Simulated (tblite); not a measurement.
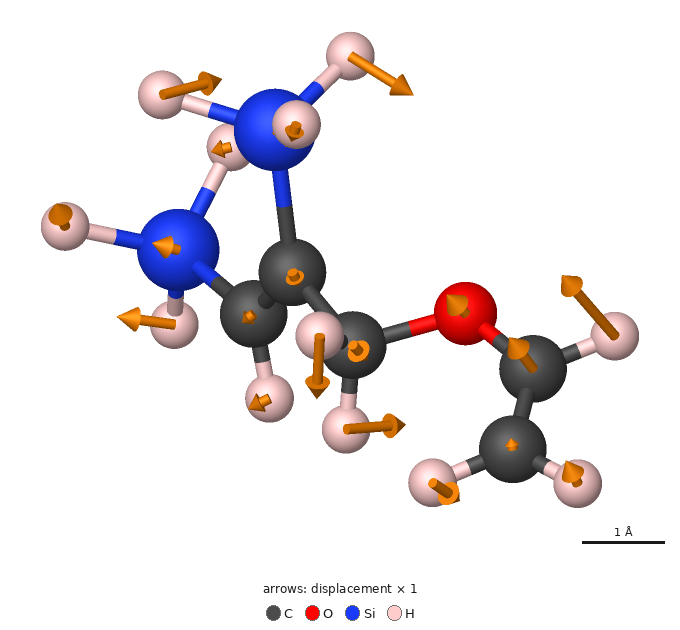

This is a relaxation of C5H12OSi2. The starting structure is drawn; orange arrows show the displacements, at their true length. The two geometries are superimposed by the best rigid fit.

The picture is a ball-and-stick view, seen from a free direction.

Computed with tblite, GFN2-xTB geometry optimisation, gas phase. 

What happened in the run?

Answer. The atom that moves furthest after the best rigid fit is an H atom (1.40 Å). By element the largest moves are H 1.40 Å, C 0.67 Å, Si 0.47 Å, O 0.45 Å. Near-neighbour distances that change, for instance: O–Si 3.285 → 2.655 Å, C–Si 1.834 → 1.880 Å, H–Si 1.497 → 1.461 Å, C–O 1.444 → 1.412 Å. Among the angles between lasting bonds that change: Si–C–H 110.1° → 115.5°, C–C–Si 130.9° → 127.3°, C–C–Si 113.6° → 110.3°. Groups turn about C–C by about 45°, C–Si by about 30°. The energy falls by 5.63 kcal/mol in 186 geometry steps.
